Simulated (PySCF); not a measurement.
# Gd2H6: how settings move a single point

Aim: repeat the single point on relaxed Gd2H6 with altered settings, some of them bad on purpose. It is a constructed species; whether it can be made isn't addressed.

The runs use PySCF 2.14.0; PBE0, Gd lcecp-1-SVP with ECP53, H def2-SVP; scalar-relativistic core potentials, no spin–orbit coupling.

2 further runs of the same task are left out: 2 for a known fault of the program.

**1. The starting structure**

8 atoms, charge 0, spin multiplicity 1.

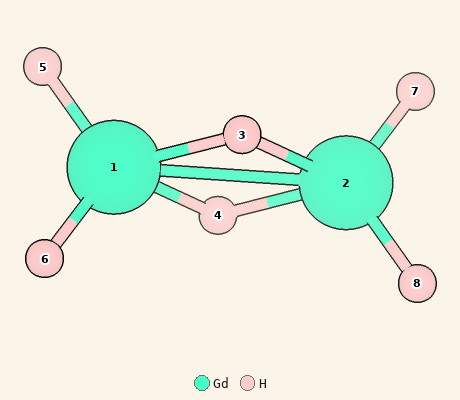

The structure; gadolinium teal, hydrogen pink; atoms are numbered from 1 in the order of the file.

As a file:

| atom | x (Å) | y (Å) | z (Å) |
| --- | --- | --- | --- |
| Gd1 | 0.0000 | 0.0000 | 1.8009 |
| Gd2 | 0.0000 | 0.0000 | -1.8009 |
| H3 | 1.2537 | 0.0000 | 0.0000 |
| H4 | -1.2537 | 0.0000 | 0.0000 |
| H5 | 0.0000 | 1.6984 | 2.8923 |
| H6 | 0.0000 | -1.6984 | 2.8923 |
| H7 | 0.0000 | 1.6984 | -2.8923 |
| H8 | 0.0000 | -1.6984 | -2.8923 |

Formal oxidation states: Gd +3. Each metal's 7 4f electrons lie in its core potential, so multiplicities, spins and levels count the valence alone. An earlier session relaxed this geometry at PBE0, Gd lcecp-1-SVP with ECP53, H def2-SVP (singlet, point group D2h).

The sound run used a (50, 194) grid (finer on f atoms), a threshold of 1e-8 and at most 55 cycles, and ended at -75.278522 Eh.

**2. Try 1**

Contents of run.py (the lines that set the calculation):

```python
mol = gto.M(atom='''
Gd     0.00000     0.00000     2.01699
Gd     0.00000     0.00000    -2.01699
H      1.40418     0.00000     0.00000
H     -1.40418     0.00000     0.00000
H      0.00000     1.90222     3.23942
H      0.00000    -1.90222     3.23942
H      0.00000     1.90222    -3.23942
H      0.00000    -1.90222    -3.23942''',
    basis={'Gd': 'lcecp-1-SVP', 'H': 'def2-SVP'},
    ecp={'Gd': 'lcecp-1-SVP'},
    charge=0, spin=0)
mf = dft.RKS(mol, xc='PBE0')
mf.grids.atom_grid = (50, 194)  # f atoms: unpruned, at least (60, 302)
mf = mf.density_fit()  # fitting sets: Gd AutoAux, H def2-universal-JKFIT
mf.conv_tol = 1e-08; mf.max_cycle = 55
mf.kernel(dm0)  # dm0: free metal ions and neutral atoms
```

Run with:

```console
OMP_NUM_THREADS=2 python run.py
```

What it wrote:

```text
init E= -74.3769315193215
  HOMO = -0.218562306070759  LUMO = -0.0862119162456911  gap/eV = 3.60144
cycle= 1 E= -75.2178659944758  delta_E= -0.841  |g|= 0.158  |ddm|= 2.26
  HOMO = -0.260958512124922  LUMO = -0.119043236390591  gap/eV = 3.86171
cycle= 2 E= -75.2218008832831  delta_E= -0.00393  |g|= 0.125  |ddm|= 0.63
  HOMO = -0.257773642674689  LUMO = -0.0926408127513494  gap/eV = 4.49349
cycle= 3 E= -75.2294741894912  delta_E= -0.00767  |g|= 0.0166  |ddm|= 0.328
  HOMO = -0.257166515829921  LUMO = -0.0942737455999413  gap/eV = 4.43254
cycle= 4 E= -75.2295960574862  delta_E= -0.000122  |g|= 0.00481  |ddm|= 0.0311
  HOMO = -0.257339394273867  LUMO = -0.0940440750348434  gap/eV = 4.44349
cycle= 5 E= -75.2296044927251  delta_E= -8.44e-06  |g|= 0.000543  |ddm|= 0.00784
  HOMO = -0.257282254721486  LUMO = -0.0940185639835003  gap/eV = 4.44263
cycle= 6 E= -75.2296048183396  delta_E= -3.26e-07  |g|= 7.4e-05  |ddm|= 0.00261
  HOMO = -0.257280609055958  LUMO = -0.0940153638923321  gap/eV = 4.44267
cycle= 7 E= -75.2296048333793  delta_E= -1.5e-08  |g|= 1.08e-05  |ddm|= 0.0006
  HOMO = -0.257277385222256  LUMO = -0.0940129729606045  gap/eV = 4.44265
cycle= 8 E= -75.2296048335595  delta_E= -1.8e-10  |g|= 2.24e-06  |ddm|= 6.09e-05
  HOMO = -0.257277931316495  LUMO = -0.0940125599129564  gap/eV = 4.44268
Extra cycle  E= -75.229604833563  delta_E= -3.47e-12  |g|= 1.5e-06  |ddm|= 8.36e-06
converged SCF energy = -75.229604833563
```

Run time: 4.6 s. Hardware: 2 threads of Arm Neoverse V1, shared host.

Changed: the scale of all coordinates (1.12). It converges in 8 cycles, +1.331 eV from the sound run, with a largest force component of 1.22 eV/Å. The setting is unsound, so these numbers aren't the compound's.

**3. Try 2**

Contents of run.py (the lines that set the calculation):

```python
mol = gto.M(atom='''
Gd     0.00000     0.00000     1.80088
Gd     0.00000     0.00000    -1.80088
H      1.25373     0.00000     0.00000
H     -1.25373     0.00000     0.00000
H      0.00000     1.69841     2.89234
H      0.00000    -1.69841     2.89234
H      0.00000     1.69841    -2.89234
H      0.00000    -1.69841    -2.89234''',
    basis={'Gd': 'lcecp-1-SVP', 'H': 'def2-SVP'},
    ecp={'Gd': 'lcecp-1-SVP'},
    charge=0, spin=0)
mf = dft.RKS(mol, xc='PBE0')
mf.grids.atom_grid = (50, 194)  # f atoms: unpruned, at least (60, 302)
mf = mf.density_fit()  # fitting sets: Gd AutoAux, H def2-universal-JKFIT
mf.conv_tol = 1e-06; mf.max_cycle = 55
mf.kernel(dm0)  # dm0: free metal ions and neutral atoms
```

Run with:

```console
OMP_NUM_THREADS=2 python run.py
```

What it wrote:

```text
init E= -74.6385347738528
  HOMO = -0.230814820297073  LUMO = -0.0840367034187417  gap/eV = 3.99404
cycle= 1 E= -75.269830437533  delta_E= -0.631  |g|= 0.144  |ddm|=  2.4
  HOMO = -0.256333268704527  LUMO = -0.092604107035388  gap/eV = 4.45530
cycle= 2 E= -75.2752996847233  delta_E= -0.00547  |g|= 0.0852  |ddm|= 0.471
  HOMO = -0.254893324592802  LUMO = -0.0758135948337348  gap/eV = 4.87301
cycle= 3 E= -75.2784242213272  delta_E= -0.00312  |g|= 0.0153  |ddm|= 0.248
  HOMO = -0.256134189093922  LUMO = -0.0784457512312158  gap/eV = 4.83515
cycle= 4 E= -75.2785143043457  delta_E= -9.01e-05  |g|= 0.00464  |ddm|= 0.0308
  HOMO = -0.25621400450343  LUMO = -0.0780833245152603  gap/eV = 4.84718
cycle= 5 E= -75.2785213710157  delta_E= -7.07e-06  |g|= 0.000647  |ddm|= 0.00753
  HOMO = -0.25604468725734  LUMO = -0.0780298949282954  gap/eV = 4.84403
cycle= 6 E= -75.2785216584656  delta_E= -2.87e-07  |g|= 8.3e-05  |ddm|= 0.0023
  HOMO = -0.256071340979513  LUMO = -0.0780364827774944  gap/eV = 4.84458
Extra cycle  E= -75.2785216682971  delta_E= -9.83e-09  |g|= 4.52e-05  |ddm|= 0.000391
converged SCF energy = -75.2785216682971
```

It took 4.5 s on 2 threads of Arm Neoverse V1, shared host.

Changed: the SCF threshold (1e-06). It converges in 6 cycles, at the sound run's energy within 0.001 eV, with a largest force component of 0.01 eV/Å. The result survives the change.

**4. Try 3**

Edit run.py (the lines that set the calculation) of step 3 so:

```diff
@@ -15,3 +15,3 @@
 mf = mf.density_fit()  # fitting sets: Gd AutoAux, H def2-universal-JKFIT
-mf.conv_tol = 1e-06; mf.max_cycle = 55
-mf.kernel(dm0)  # dm0: free metal ions and neutral atoms
+mf.conv_tol = 1e-08; mf.max_cycle = 80
+mf.kernel(dm0)  # dm0: core Hamiltonian
```

Run with:

```console
OMP_NUM_THREADS=2 python run.py
```

What it wrote:

```text
init E= -62.6336182836395
  HOMO = 0.129648438616676  LUMO = 0.157321503739538  gap/eV = 0.75302
cycle= 1 E= -48.6245934417719  delta_E=   14  |g|= 6.97  |ddm|=  166
  HOMO = -2.1739241337822  LUMO = -2.16552209599303  gap/eV = 0.22863
cycle= 2 E= -62.7635164935137  delta_E= -14.1  |g|= 4.55  |ddm|=  166
  HOMO = -0.198073546619012  LUMO = -0.147514029933788  gap/eV = 1.37579
cycle= 3 E= -74.0100382963647  delta_E= -11.2  |g|= 1.97  |ddm|= 10.1
  HOMO = -0.203050579674672  LUMO = -0.0722468232737736  gap/eV = 3.55935
cycle= 4 E= -75.2073027181146  delta_E= -1.2  |g|= 0.438  |ddm|= 2.72
  HOMO = -0.258885507324503  LUMO = -0.083554830795193  gap/eV = 4.77099
cycle= 5 E= -75.2708811795649  delta_E= -0.0636  |g|= 0.15  |ddm|= 1.07
  HOMO = -0.258461950406437  LUMO = -0.0797779722960761  gap/eV = 4.86224
cycle= 6 E= -75.2784978627583  delta_E= -0.00762  |g|= 0.00634  |ddm|= 0.237
  HOMO = -0.255807756997796  LUMO = -0.0782216066574113  gap/eV = 4.83237
cycle= 7 E= -75.2785202075762  delta_E= -2.23e-05  |g|= 0.00168  |ddm|= 0.0167
  HOMO = -0.256102138129557  LUMO = -0.078041621357714  gap/eV = 4.84527
cycle= 8 E= -75.2785216231252  delta_E= -1.42e-06  |g|= 0.000236  |ddm|= 0.00427
  HOMO = -0.256057589788754  LUMO = -0.0780398421919786  gap/eV = 4.84411
cycle= 9 E= -75.2785216681086  delta_E= -4.5e-08  |g|= 4.74e-05  |ddm|= 0.000651
  HOMO = -0.256062254271725  LUMO = -0.0780356536362443  gap/eV = 4.84435
cycle= 10 E= -75.2785216697358  delta_E= -1.63e-09  |g|= 4.83e-06  |ddm|= 0.000174
  HOMO = -0.256062468308757  LUMO = -0.0780360863397307  gap/eV = 4.84434
Extra cycle  E= -75.27852166975  delta_E= -1.42e-11  |g|= 2.77e-06  |ddm|= 1.35e-05
converged SCF energy = -75.27852166975
```

Wall time 5 s (2 threads of Arm Neoverse V1, shared host).

Changed: the starting guess (bare core Hamiltonian); the cycle limit is 80. It converges in 10 cycles, at the sound run's energy within 0.001 eV, with a largest force component of 0.01 eV/Å. The result survives the change.

**5. Try 4**

Edit run.py (the lines that set the calculation) of step 4 so:

```diff
@@ -15,3 +15,3 @@
 mf = mf.density_fit()  # fitting sets: Gd AutoAux, H def2-universal-JKFIT
-mf.conv_tol = 1e-08; mf.max_cycle = 80
-mf.kernel(dm0)  # dm0: core Hamiltonian
+mf.conv_tol = 1e-08; mf.max_cycle = 55
+mf.kernel(dm0)  # dm0: smeared density
```

Run with:

```console
OMP_NUM_THREADS=2 python run.py
```

What it wrote:

```text
init E= -75.2049568562273
  HOMO = -0.259909206789303  LUMO = -0.0786030599890502  gap/eV = 4.93359
cycle= 1 E= -75.2774884880795  delta_E= -0.0725  |g|= 0.0458  |ddm|= 0.176
  HOMO = -0.253351625399387  LUMO = -0.0831513723374662  gap/eV = 4.63138
cycle= 2 E= -75.2778611528185  delta_E= -0.000373  |g|= 0.04  |ddm|= 0.174
  HOMO = -0.255141131878333  LUMO = -0.0776182952537663  gap/eV = 4.83064
cycle= 3 E= -75.2785171084881  delta_E= -0.000656  |g|= 0.00378  |ddm|= 0.0787
  HOMO = -0.256030378256736  LUMO = -0.0780121823250846  gap/eV = 4.84412
cycle= 4 E= -75.2785216088086  delta_E= -4.5e-06  |g|= 0.000405  |ddm|= 0.00519
  HOMO = -0.256079644434508  LUMO = -0.0780601544182173  gap/eV = 4.84416
cycle= 5 E= -75.278521664073  delta_E= -5.53e-08  |g|= 0.000114  |ddm|= 0.000985
  HOMO = -0.256061377477103  LUMO = -0.0780366248708231  gap/eV = 4.84430
cycle= 6 E= -75.2785216696518  delta_E= -5.58e-09  |g|= 1.14e-05  |ddm|= 0.000332
  HOMO = -0.256062917303259  LUMO = -0.078035665716234  gap/eV = 4.84437
Extra cycle  E= -75.2785216697341  delta_E= -8.23e-11  |g|= 6.6e-06  |ddm|= 3.56e-05
converged SCF energy = -75.2785216697341
```

Run time: 4.5 s. Hardware: 2 threads of Arm Neoverse V1, shared host.

Changed: the starting guess (smeared density). It converges in 6 cycles, at the sound run's energy within 0.001 eV, with a largest force component of 0.01 eV/Å. The result survives the change.

**6. Try 5**

Edit run.py (the lines that set the calculation) of step 5 so:

```diff
@@ -11,7 +11,7 @@
     ecp={'Gd': 'lcecp-1-SVP'},
-    charge=0, spin=0)
-mf = dft.RKS(mol, xc='PBE0')
+    charge=0, spin=12)
+mf = dft.UKS(mol, xc='PBE0')
 mf.grids.atom_grid = (50, 194)  # f atoms: unpruned, at least (60, 302)
 mf = mf.density_fit()  # fitting sets: Gd AutoAux, H def2-universal-JKFIT
-mf.conv_tol = 1e-08; mf.max_cycle = 55
-mf.kernel(dm0)  # dm0: smeared density
+mf.conv_tol = 1e-08; mf.max_cycle = 74
+mf.kernel(dm0)  # dm0: free metal ions and neutral atoms
```

Run with:

```console
OMP_NUM_THREADS=2 python run.py
```

What it wrote:

```text
init E= -71.8300468877614
cycle= 1 E= -72.4327037203326  delta_E= -0.603  |g|= 1.33  |ddm|= 5.15
cycle= 2 E= -72.0910922462811  delta_E= 0.342  |g|= 1.65  |ddm|= 28.8
cycle= 3 E= -74.3824586250824  delta_E= -2.29  |g|= 0.183  |ddm|= 27.9
cycle= 4 E= -74.3973683206912  delta_E= -0.0149  |g|= 0.127  |ddm|= 0.752
cycle= 5 E= -74.406920432091  delta_E= -0.00955  |g|= 0.0199  |ddm|= 0.24
cycle= 6 E= -74.407385658568  delta_E= -0.000465  |g|= 0.00329  |ddm|= 0.149
cycle= 7 E= -74.4073971916452  delta_E= -1.15e-05  |g|= 0.00116  |ddm|= 0.0147
cycle= 8 E= -74.4073993172957  delta_E= -2.13e-06  |g|= 0.000178  |ddm|= 0.00671
cycle= 9 E= -74.4073994891257  delta_E= -1.72e-07  |g|= 9.2e-05  |ddm|= 0.00201
cycle= 10 E= -74.4073995313937  delta_E= -4.23e-08  |g|= 1.47e-05  |ddm|= 0.00139
cycle= 11 E= -74.40739953259  delta_E= -1.2e-09  |g|= 1.86e-06  |ddm|= 0.000242
Extra cycle  E= -74.4073995325975  delta_E= -7.47e-12  |g|= 1.26e-06  |ddm|= 2.27e-05
converged SCF energy = -74.4073995325975  <S^2> = 42.00249  2S+1 = 13.000383
```

Run time: 6.9 s. Hardware: 2 threads of Arm Neoverse V1, shared host.

Changed: the spin (12 unpaired electrons); the cycle limit is 74. It converges in 11 cycles, +23.704 eV from the sound run, with a largest force component of 1.26 eV/Å. The setting is unsound, so these numbers aren't the compound's.

**7. Results**

| run | changed | ending | energy change (eV) | cycles | time | usable |
| --- | --- | --- | --- | --- | --- | --- |
| 1 | the scale of all coordinates | converged | +1.331 | 8 | 4.6 s | no |
| 2 | the SCF threshold | converged | 0.000 | 6 | 4.5 s | yes |
| 3 | the starting guess | converged | 0.000 | 10 | 5 s | yes |
| 4 | the starting guess | converged | 0.000 | 6 | 4.5 s | yes |
| 5 | the spin | converged | +23.704 | 11 | 6.9 s | no |

3 of 5 altered runs give a usable result. 2 ended normally with numbers unfit to quote.
